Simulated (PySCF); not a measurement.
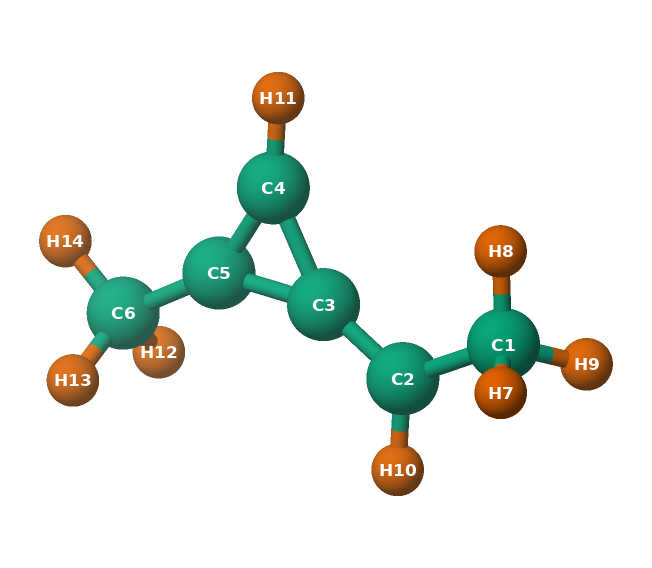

Computed geometry: GFN2-xTB optimisation. No frequency run is at hand to confirm it as a minimum. Level of theory: delta-SCF UKS SCAN, pcX-2 on the ionised atom, pcseg-1 elsewhere, spin-free X2C (PySCF 2.14.0).

Give the core-electron binding energies (to vacuum) of C1 1s, C2 1s, C3 1s, C4 1s, C5 1s, C6 1s.

| atom | level | binding energy (eV) |
| --- | --- | --- |
| C1 | 1s | 290.0 |
| C2 | 1s | 289.0 |
| C3 | 1s | 290.3 |
| C4 | 1s | 290.4 |
| C5 | 1s | 290.9 |
| C6 | 1s | 291.3 |
